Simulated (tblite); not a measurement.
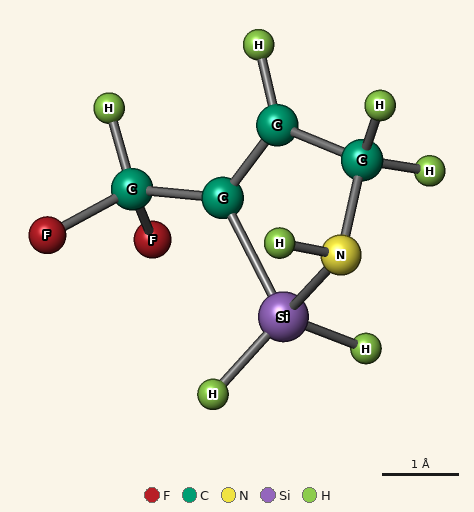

C₄H₇F₂NSi, before the relaxation. Style: ball-and-stick. Shown from a free direction.

Level of theory: tblite, GFN2-xTB geometry optimisation, gas phase.

```xyz
15

F     2.4786    0.4975    1.4183
C     2.1237   -0.1551    0.2322
F     2.7253    0.5183   -0.7957
C     0.6551   -0.1149   -0.0040
C    -0.2117   -1.1217   -0.0937
C    -1.5876   -0.7300   -0.3383
N    -1.9161    0.5276    0.2973
Si   -0.3999    1.4076   -0.1962
H     2.5033   -1.2102    0.3569
H     0.1250   -2.1719   -0.0061
H    -1.7570   -0.6195   -1.4418
H    -2.3070   -1.4788    0.0923
H    -1.8171    0.3970    1.3555
H    -0.0368    2.4731    0.6864
H    -0.5821    1.7889   -1.5849
```

> Where does the relaxation end?

Over 68 geometry steps the energy falls by 87.9 kJ/mol. The largest move after the best rigid fit is that of H13, 1.77 Å. Largest moves by element: H 1.77 Å, N 0.39 Å, C 0.28 Å, Si 0.25 Å, F 0.25 Å. Near-neighbour distances that change, for instance: N7–Si8 1.821 → 1.716 Å, N7–H13 1.071 → 1.004 Å, C5–C6 1.451 → 1.492 Å, F1–C2 1.400 → 1.363 Å. Bond angles that change, for instance: Si8–N7–H13 104.5° → 127.4°, C6–N7–Si8 96.4° → 117.1°, N7–Si8–H15 106.4° → 114.4°. Groups turn about C5–C6 by about 30°, C4–Si8 by about 25°.

Step by step:

```csv
step,"E − E(0), kJ/mol"
0,0.00
1,-26.52
2,-34.12
3,-38.82
4,-41.56
5,-43.22
6,-44.31
7,-45.66
8,-46.94
9,-48.49
10,-50.21
13,-55.26
16,-59.17
19,-63.64
22,-68.99
25,-75.29
28,-79.83
31,-82.46
34,-84.53
37,-85.65
41,-86.81
44,-87.25
47,-87.54
50,-87.74
53,-87.80
56,-87.85
59,-87.87
62,-87.88
65,-87.89
68,-87.90
```

Final geometry:

```xyz
15

F     2.6136    0.4321    1.2246
C     2.1459   -0.1728    0.0965
F     2.7165    0.5066   -0.9379
C     0.6665   -0.1025    0.0288
C    -0.1233   -1.1667   -0.0425
C    -1.5879   -0.8906   -0.1038
N    -1.7579    0.5412   -0.0543
Si   -0.3334    1.4949    0.0266
H     2.5527   -1.1976    0.0806
H     0.2116   -2.1947   -0.0589
H    -2.0083   -1.3114   -1.0287
H    -2.0978   -1.3811    0.7380
H    -2.7070    0.8647   -0.1018
H    -0.2035    2.2615    1.2674
H    -0.0921    2.3243   -1.1566
```

After the run, drawn alike:

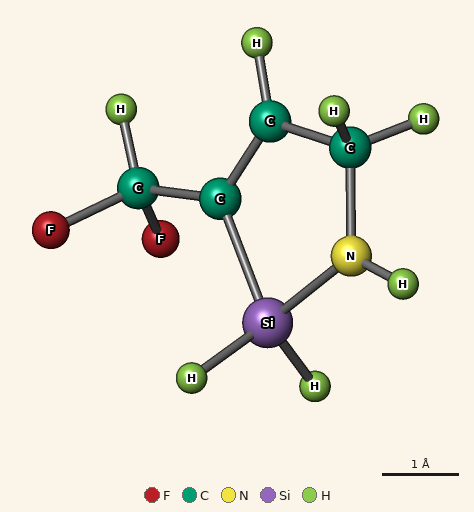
